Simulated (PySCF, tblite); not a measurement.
# C4H9O2S−: a rotation path, then NMR shifts on frames

How do NMR shifts of C4H9O2S− (`CCCC[S@@](=O)[O-]`) change as the atoms move?

The runs use tblite 0.8.0 and PySCF 2.14.0, with density-fitted response routines of our own; the level of theory stands in each step. All values are computed, except where a source is named. Atoms count from 0, in the outputs and in this text.

## 1. The molecule as given

16 atoms, charge -1, multiplicity 1; geometry from: GFN2-xTB.

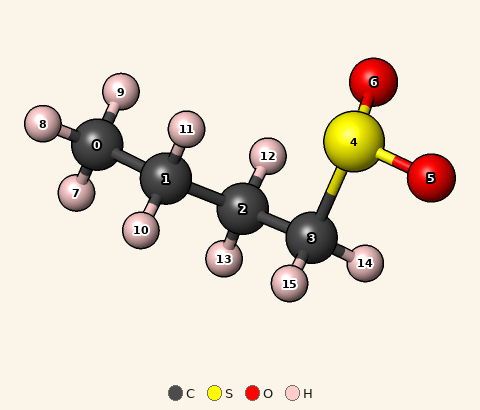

As it starts; carbon dark grey, sulfur yellow, oxygen red, hydrogen pink, atoms numbered.

## 2. A band between two rotamers with GFN2-xTB

What the job is given:

```
{"job": {"kind": "neb", "xc": "GFN2-xTB", "basis": "xTB", "atoms": [0, 1, 2, 3], "turn": 120}, "charge": -1, "multiplicity": 1}
C     -2.248359     0.292550     0.477889
C     -0.904068    -0.412315     0.334948
C     -0.013179     0.248584    -0.712773
C      1.338598    -0.424350    -0.782283
S      2.291598    -0.101966     0.878361
O      3.663708    -0.565825     0.515667
O      2.195119     1.385384     0.978309
H     -2.787578     0.290275    -0.469454
H     -2.869612    -0.197873     1.227104
H     -2.096429     1.326443     0.779540
H     -1.067630    -1.460791     0.066281
H     -0.373350    -0.388776     1.287154
H      0.158768     1.289507    -0.424907
H     -0.521679     0.241955    -1.688626
H      1.962470    -0.007990    -1.571400
H      1.264025    -1.505868    -0.907223
```

Level: GFN2-xTB climbing-image nudged elastic band, gas phase.

Launch:

```console
$ OMP_NUM_THREADS=1 python probes_run.py task.json out
```

This one command runs all jobs of the session in turn.

The program printed:

```text
image   E - E0 / eV
  0       0.0000
  1       0.0132
  2       0.0502
  3       0.0936
  4       0.1187
  5       0.1102
  6       0.0744
  7       0.0373
  8       0.0269
```

Run time: 5.5 s. Hardware: 1 thread of AMD EPYC, shared host; peak memory 0.18 GiB.

The final band, with the dihedral C0–C1–C2–C3:

```csv
image,dihedral (°),energy (eV),energy (kcal/mol)
0,177,0.000,0.0
1,190,0.013,0.3
2,205,0.050,1.2
3,219,0.094,2.2
4,234,0.119,2.7
5,249,0.110,2.5
6,263,0.074,1.7
7,278,0.037,0.9
8,292,0.027,0.6
```

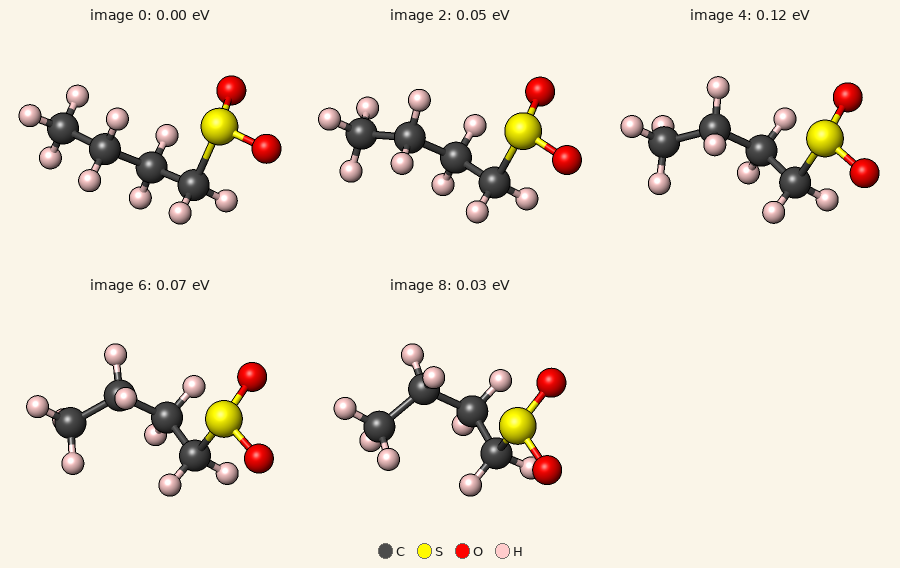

Images along the band.

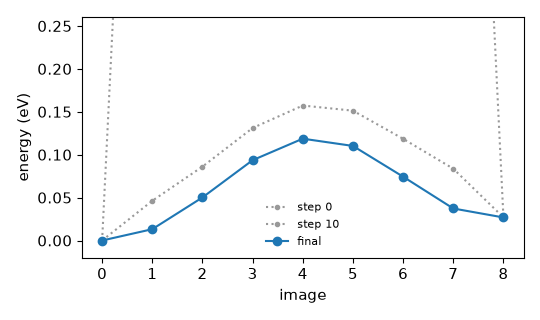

Energy along the band, early and final.

## 3. Shielding tensors: image 0, PBE0/pcSseg-1

What the job is given:

```
{"job": {"kind": "nmr", "xc": "PBE0", "basis": "pcSseg-1", "pop": false}, "charge": -1, "multiplicity": 1}
C     -2.248400     0.292500     0.477900
C     -0.904100    -0.412300     0.334900
C     -0.013200     0.248600    -0.712800
C      1.338600    -0.424400    -0.782300
S      2.291600    -0.102000     0.878400
O      3.663700    -0.565800     0.515700
O      2.195100     1.385400     0.978300
H     -2.787600     0.290300    -0.469500
H     -2.869600    -0.197900     1.227100
H     -2.096400     1.326400     0.779500
H     -1.067600    -1.460800     0.066300
H     -0.373400    -0.388800     1.287200
H      0.158800     1.289500    -0.424900
H     -0.521700     0.242000    -1.688600
H      1.962500    -0.008000    -1.571400
H      1.264000    -1.505900    -0.907200
```

Level: GIAO PBE0/pcSseg-1 NMR shielding, non-relativistic, gas phase.

The program printed:

```text
coarse grid: 13720 points
cycle   1  E = -705.5991222252  dE =  1.037e+00  |g| = 1.177e+00  |ddm| = 3.733e+00
cycle   2  E = -704.8921891443  dE =  7.069e-01  |g| = 2.205e+00  |ddm| = 4.481e+00
cycle   3  E = -705.8548747735  dE = -9.627e-01  |g| = 2.628e-01  |ddm| = 3.566e+00
cycle   4  E = -705.8699046927  dE = -1.503e-02  |g| = 1.109e-01  |ddm| = 4.049e-01
cycle   5  E = -705.8729000701  dE = -2.995e-03  |g| = 2.362e-02  |ddm| = 1.258e-01
cycle   6  E = -705.8730091895  dE = -1.091e-04  |g| = 1.035e-02  |ddm| = 3.464e-02
cycle   7  E = -705.8730276780  dE = -1.849e-05  |g| = 4.222e-03  |ddm| = 1.304e-02
cycle   8  E = -705.8730312192  dE = -3.541e-06  |g| = 6.967e-04  |ddm| = 5.009e-03
final grid: 127344 points
cycle   9  E = -705.9384182677  dE = -2.524e-05  |g| = 1.184e-02  |ddm| = 2.739e-02
cycle  10  E = -705.9383697118  dE =  4.856e-05  |g| = 1.906e-02  |ddm| = 3.219e-02
cycle  11  E = -705.9384479528  dE = -7.824e-05  |g| = 2.391e-03  |ddm| = 2.207e-02
cycle  12  E = -705.9384491384  dE = -1.186e-06  |g| = 2.395e-04  |ddm| = 2.126e-03
cycle  13  E = -705.9384491523  dE = -1.389e-08  |g| = 9.600e-05  |ddm| = 3.976e-04
cycle  14  E = -705.9384491537  dE = -1.463e-09  |g| = 5.211e-05  |ddm| = 1.274e-04
cycle  15  E = -705.9384491542  dE = -4.750e-10  |g| = 1.504e-05  |ddm| = 5.698e-05
converged SCF energy = -705.9384491542

GIAO shielding tensors (ppm)
atom      isotropic    diamagn.    paramagn.     s11        s22        s33       span
  0 C      168.456     246.278     -77.822    155.949    161.562    187.857     31.908
  1 C      160.211     247.600     -87.389    145.431    164.753    170.450     25.019
  2 C      152.994     248.653     -95.659    137.712    147.583    173.686     35.974
  3 C      115.310     250.415    -135.105     81.273    107.149    157.509     76.236
  4 S       50.568    1048.669    -998.101    -24.320     14.020    162.005    186.325
  5 O      127.566     399.421    -271.855     12.717    102.802    267.179    254.461
  6 O      131.485     404.410    -272.925    -11.384    143.355    262.485    273.869
  7 H       31.288      29.995       1.293     27.679     29.219     36.967      9.289
  8 H       30.886      28.835       2.051     26.362     28.275     38.021     11.659
  9 H       30.865      30.072       0.793     26.643     29.646     36.307      9.665
 10 H       31.065      32.175      -1.110     25.979     31.192     36.023     10.044
 11 H       29.320      30.915      -1.595     23.206     30.511     34.242     11.037
 12 H       29.444      32.409      -2.966     26.077     29.221     33.033      6.956
 13 H       30.273      32.455      -2.183     24.965     30.080     35.772     10.807
 14 H       31.084      32.137      -1.053     28.271     29.664     35.316      7.045
 15 H       30.165      32.718      -2.554     27.435     30.724     32.335      4.899
```

It took 53 s on 1 thread of AMD EPYC, shared host; peak memory 0.77 GiB.

Shifts follow as δ = σ(reference) − σ, with reference shieldings (ppm) from runs at the same level and on the same kind of geometry: 1H TMS 31.72, 13C TMS 186.9, 17O H2O 336.1, 33S CS2 504. The references are single molecules in the gas phase, so shifts against H2O, NH3, PH3, H3PO4 or CFCl3 are not on the usual liquid scales and can be off by tens of ppm. Each atom is listed at this fixed geometry, with no averaging over motion; a spectrum would average atoms that exchange fast.

```csv
atoms,environment,σ (ppm),δ (ppm)
C3,sp3 CH2 bonded to S,115.3,71.6
C2,sp3 CH2,153.0,33.9
C1,sp3 CH2,160.2,26.7
C0,methyl carbon,168.5,18.5
H11,hydrogen on an sp3 CH2,29.32,2.40
H12,hydrogen on an sp3 CH2,29.44,2.27
H15,hydrogen on an sp3 CH2 bonded to S,30.16,1.55
H13,hydrogen on an sp3 CH2,30.27,1.44
H9,hydrogen on a methyl carbon,30.87,0.85
H8,hydrogen on a methyl carbon,30.89,0.83
H10,hydrogen on an sp3 CH2,31.06,0.65
H14,hydrogen on an sp3 CH2 bonded to S,31.08,0.63
H7,hydrogen on a methyl carbon,31.29,0.43
S4,"sulfur bonded to C, 2 O",51,453
O5,oxygen of an anionic S–O group,127.6,208.5
O6,oxygen of an anionic S–O group,131.5,204.6
```

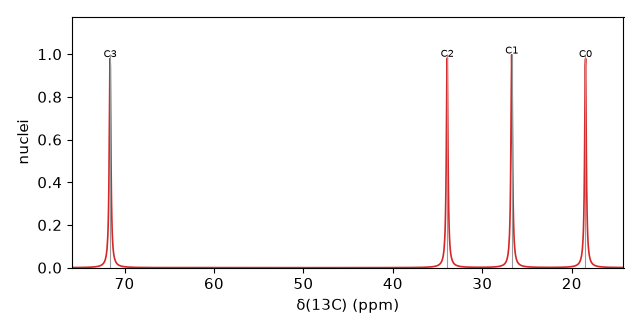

13C lines at the computed shifts, without couplings. Lines are broadened to a width of 0.21 ppm (Lorentzian).

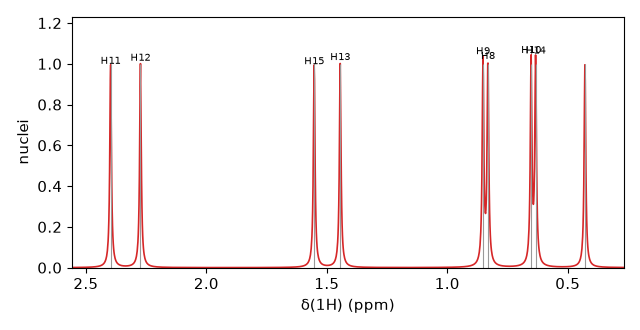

1H lines at the computed shifts, without couplings. Lines are broadened to a width of 0.01 ppm (Lorentzian).

## 4. Nuclear shieldings: image 2, PBE0/pcSseg-1

What the job is given:

```
{"job": {"kind": "nmr", "xc": "PBE0", "basis": "pcSseg-1", "pop": false}, "charge": -1, "multiplicity": 1}
C     -2.331900     0.144100     0.345000
C     -0.856900    -0.215800     0.492300
C      0.020300     0.419400    -0.589300
C      1.288300    -0.378000    -0.801400
S      2.376400    -0.296400     0.800800
O      3.663000    -0.865300     0.297000
O      2.447700     1.180200     1.018300
H     -2.712200    -0.205300    -0.615200
H     -2.925800    -0.320400     1.132400
H     -2.475300     1.221900     0.396300
H     -0.754200    -1.303100     0.441400
H     -0.490500     0.103100     1.468300
H      0.310900     1.425200    -0.273400
H     -0.553500     0.506500    -1.523500
H      1.902200     0.025800    -1.605400
H      1.083800    -1.433000    -0.994800
```

With the program's defaults for keys left out, this is: GIAO PBE0/pcSseg-1 NMR shielding, non-relativistic, gas phase.

The program printed:

```text
coarse grid: 13720 points
cycle   1  E = -705.5966767787  dE =  1.029e+00  |g| = 1.177e+00  |ddm| = 3.730e+00
cycle   2  E = -704.8944600641  dE =  7.022e-01  |g| = 2.202e+00  |ddm| = 4.470e+00
cycle   3  E = -705.8524873223  dE = -9.580e-01  |g| = 2.626e-01  |ddm| = 3.545e+00
cycle   4  E = -705.8674902565  dE = -1.500e-02  |g| = 1.103e-01  |ddm| = 4.028e-01
cycle   5  E = -705.8704387781  dE = -2.949e-03  |g| = 2.438e-02  |ddm| = 1.265e-01
cycle   6  E = -705.8705529230  dE = -1.141e-04  |g| = 1.091e-02  |ddm| = 3.558e-02
cycle   7  E = -705.8705732712  dE = -2.035e-05  |g| = 4.255e-03  |ddm| = 1.342e-02
cycle   8  E = -705.8705769079  dE = -3.637e-06  |g| = 6.676e-04  |ddm| = 5.063e-03
final grid: 127344 points
cycle   9  E = -705.9365144626  dE = -3.172e-05  |g| = 1.156e-02  |ddm| = 3.256e-02
cycle  10  E = -705.9364701238  dE =  4.434e-05  |g| = 1.834e-02  |ddm| = 3.124e-02
cycle  11  E = -705.9365429640  dE = -7.284e-05  |g| = 2.417e-03  |ddm| = 2.145e-02
cycle  12  E = -705.9365441688  dE = -1.205e-06  |g| = 2.598e-04  |ddm| = 2.179e-03
cycle  13  E = -705.9365441845  dE = -1.567e-08  |g| = 1.036e-04  |ddm| = 4.153e-04
cycle  14  E = -705.9365441860  dE = -1.579e-09  |g| = 6.054e-05  |ddm| = 1.428e-04
cycle  15  E = -705.9365441867  dE = -6.528e-10  |g| = 1.462e-05  |ddm| = 6.391e-05
converged SCF energy = -705.9365441867

GIAO shielding tensors (ppm)
atom      isotropic    diamagn.    paramagn.     s11        s22        s33       span
  0 C      167.754     246.329     -78.575    151.614    164.947    186.702     35.088
  1 C      158.705     247.307     -88.603    139.922    165.905    170.286     30.364
  2 C      153.960     248.257     -94.297    131.716    154.583    175.581     43.865
  3 C      111.125     250.685    -139.560     77.668    105.341    150.365     72.697
  4 S       49.020    1048.662    -999.642    -24.442      7.106    164.397    188.839
  5 O      123.709     399.528    -275.819     10.262    101.571    259.295    249.033
  6 O      137.074     404.256    -267.182     -1.988    143.674    269.536    271.525
  7 H       31.202      30.299       0.902     27.404     29.465     36.736      9.332
  8 H       30.858      28.826       2.032     26.246     28.258     38.069     11.823
  9 H       31.040      29.891       1.149     26.997     29.350     36.773      9.776
 10 H       30.864      32.247      -1.383     25.398     31.925     35.270      9.872
 11 H       29.582      31.229      -1.647     23.957     30.861     33.927      9.970
 12 H       29.224      32.032      -2.808     26.004     28.500     33.168      7.164
 13 H       30.628      32.795      -2.167     25.074     31.011     35.800     10.725
 14 H       30.930      32.230      -1.300     28.246     29.425     35.118      6.872
 15 H       30.183      32.952      -2.769     27.467     30.827     32.254      4.787
```

Wall time 56 s (1 thread of AMD EPYC, shared host); peak memory 0.82 GiB.

In short: δ C3 75.8, C2 33.0, C1 28.2, C0 19.2, H12 2.49, H11 2.14 ppm.

[end of part 1 of 2]
